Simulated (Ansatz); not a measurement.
**CH$_{3}$F$_{2}$Si (SMILES C[Si+](F)F) (charge +1): density, localisation and related maps**

```json
{"atom": "C", "x (Å)": "0.1573", "y (Å)": "-0.9275", "z (Å)": "0.6678"}
{"atom": "F", "x (Å)": "-1.4185", "y (Å)": "0.9027", "z (Å)": "-1.0756"}
{"atom": "F", "x (Å)": "-1.7489", "y (Å)": "-1.6503", "z (Å)": "-1.5011"}
{"atom": "Si", "x (Å)": "-1.0349", "y (Å)": "-0.5493", "z (Å)": "-0.6616"}
{"atom": "H", "x (Å)": "1.1566", "y (Å)": "-1.0377", "z (Å)": "0.2209"}
{"atom": "H", "x (Å)": "0.1799", "y (Å)": "-0.1053", "z (Å)": "1.3920"}
{"atom": "H", "x (Å)": "-0.1170", "y (Å)": "-1.8714", "z (Å)": "1.1531"}
```

Geometry: B3LYP/6-31G*.

Computed with isolated molecule in a Gaussian basis; Kohn-Sham density functional theory, functional PBE0 in Ansatz 0.2.0.

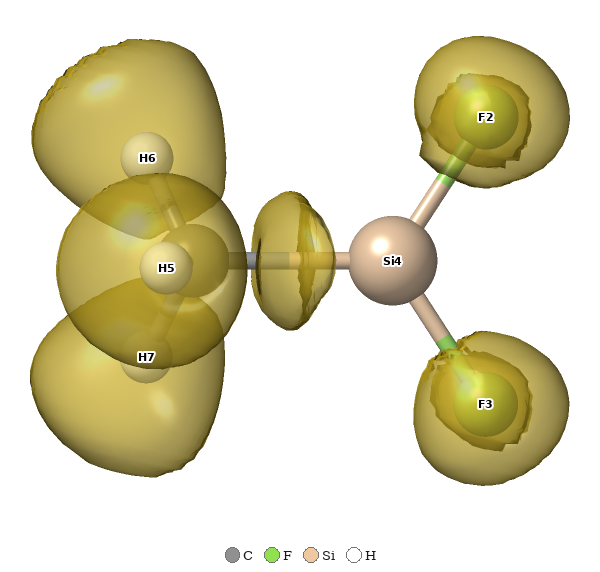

Figure 1. Isosurface of the ELF at 0.8 (yellow), seen across its widest extent. Core shells and regions of very low density are left out.

Question: Identify the bonds, lone pairs and shells in this picture.

Answer: At this value the surface marks out one region between bonded C–Si atoms (shared pairs), three regions around hydrogen nuclei and two regions wrapped around F (its lone pairs, merged into a ring or cap). Along the contacts the grid gives the following. Si–F (1.56 Å): the ELF peaks at about 0.85 in the valence shell of F, 0.6 Å from its nucleus, and is about 0.45 at the midpoint. C–Si (1.83 Å): the ELF peaks at about 0.95 between the atoms, as expected for a shared electron pair.

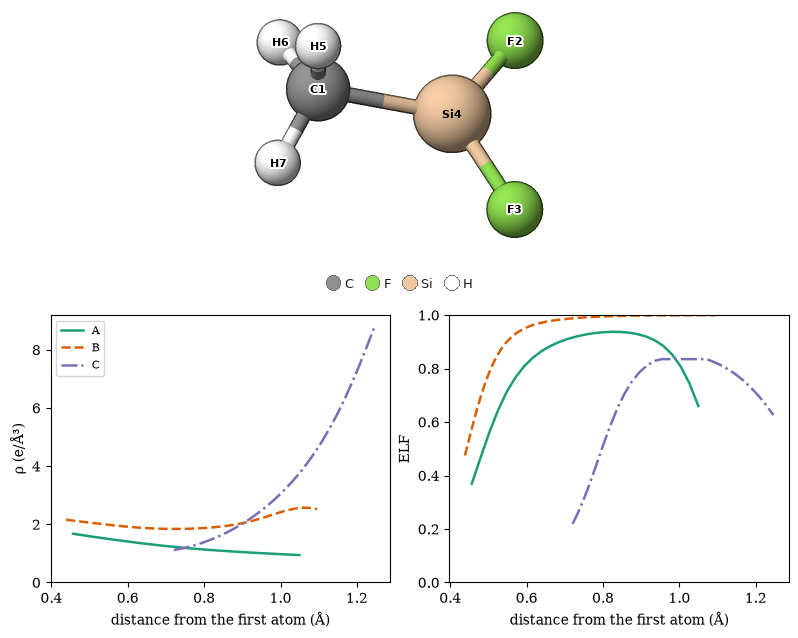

Figure 2. Total electron density and electron localisation function along straight lines between neighbouring atoms. The curves leave out the atomic cores. The structure is drawn too.

Question: Which curve belongs to which contact (C–H, C–Si and Si–F)? The first atom named is at distance zero.

Answer: Curve A: C–Si (1.83 Å): ρ at the midpoint is about 1 e/Å³; the ELF peaks at about 0.95 between the atoms; a shared electron pair. Curve B: C–H (1.10 Å): ρ is about 2 e/Å³ halfway; the ELF climbs to about 1 towards the hydrogen, as it does in any bond to H (an ordinary covalent bond to hydrogen). Curve C: Si–F (1.56 Å): the density is about 1.3 e/Å³ at the midpoint; the ELF peaks at about 0.85 in the valence shell of F, 0.6 Å from its nucleus, and is about 0.45 at the midpoint.

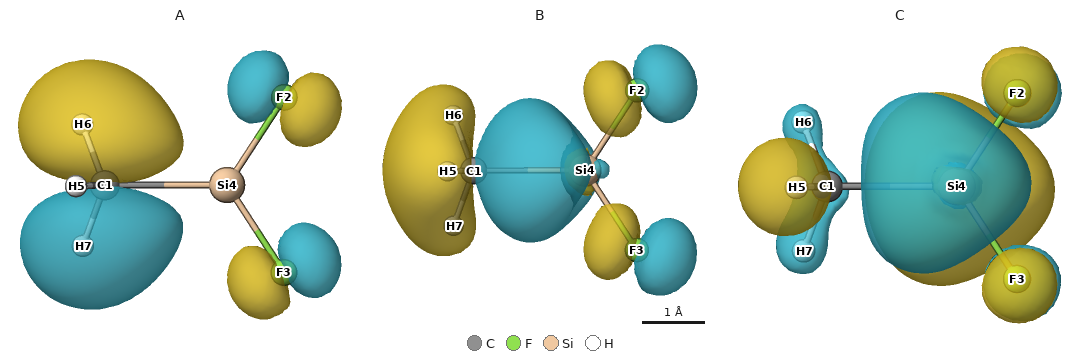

Figure 3. Three frontier orbitals at ±0.1 Å⁻³ᐟ² (yellow and cyan are the two phases), in no order.

Question: Order the three orbitals by energy and name them.

Answer: A is the HOMO−1 (−18.26 eV). Its weight (Hirshfeld) is mainly on C1 (about 45 %), H6 (about 20 %) and H7 (about 20 %). B is the HOMO (−17.69 eV). Its weight (Hirshfeld) is mainly on C1 (about 40 %), Si4 (about 25 %), F3 (about 10 %) and F2 (about 10 %). C is the LUMO (−8.13 eV). By Hirshfeld shares it lies mainly on Si4 (about 70 %), C1 (about 10 %), F3 (about 10 %) and F2 (about 10 %).

Question: What is the HOMO–LUMO gap?

Answer: 9.56 eV between the orbital energies.
